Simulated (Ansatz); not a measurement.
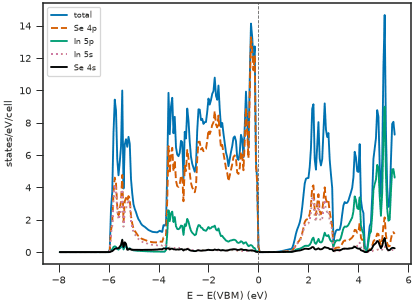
Total and projected density of states of In$_{2}$Se$_{3}$ in space group P3m1 (No. 156; Pearson symbol hP10), DFT-PBE+D3(BJ) in the program Ansatz with PAW potentials

### Question
Which orbitals carry the states next to the gap?

### Answer
Top 1 eV of the valence band: Se 4p 90 %, In 5p 6 %. Bottom 1 eV of the conduction band: Se 4p 42 %, In 5s 37 %, In 5p 9 %, Se 4s 9 %. Projections are on Löwdin-orthogonalised atomic valence shells; empty p or d shells of many metals are not among them.

### Question
Where is the tallest occupied peak in this window, and what makes it?

### Answer
Near -0.3 eV, about 14 states/eV per cell; the largest projected share is Se 4p.

The start of the workflow was typed in or built on a structure type; neither database checked (COD, Materials Project) lists it. COD files the formula under space group No. 160, 166, 169, 170. Whether it is the stable phase at ambient conditions was not checked. The PBE+D3(BJ) relaxation kept the symmetry of its start; whether a distortion lowers the energy is not shown. Scalar-relativistic: spin–orbit coupling is off unless named, which matters more the heavier the elements.

Potentials: the later of the program's two PAW sets.
